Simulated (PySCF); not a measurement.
Molecule: Te(F)(Me), SMILES C[Te]F. Atoms near the plane z = 0.0 Å, at the B3LYP/def2-SVP optimised geometry (x, y, z in Å): Te1 (-1.2, -0.5, 0.0), F2 (-1.3, 1.5, 0.0), C3 (1.0, -0.5, 0.0), H4 (1.3, -1.5, 0.0), H5 (1.3, 0.1, 0.9), H6 (1.3, 0.0, -0.9).

Level of theory: B3LYP/def2-TZVP, def2 effective core potentials past Kr in PySCF 2.14.0. The core electrons that the potentials of Te replace are not part of the density. Cells within 0.4 Å of a nucleus heavier than hydrogen are left out (blank, or x). The values are rescaled to run from 0 to 1.

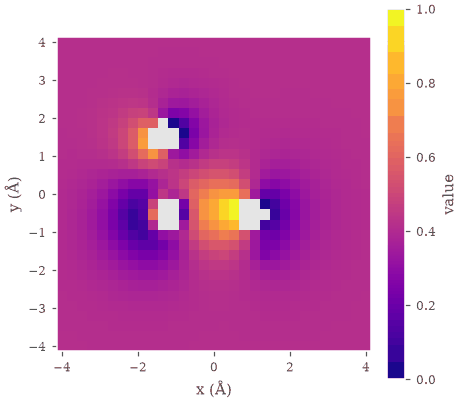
Fig. 1. a field on the plane z = 0.0 Å.

### Question
Which quantity is mapped?
A) an orbital amplitude
B) deformation density (molecule minus spherical neutral atoms)
C) log10 of the electron density
D) electron localisation function

### Answer
A, an orbital amplitude. In full: HOMO−1 amplitude (bohr^(-3/2)), clipped to [-0.25, 0.25].
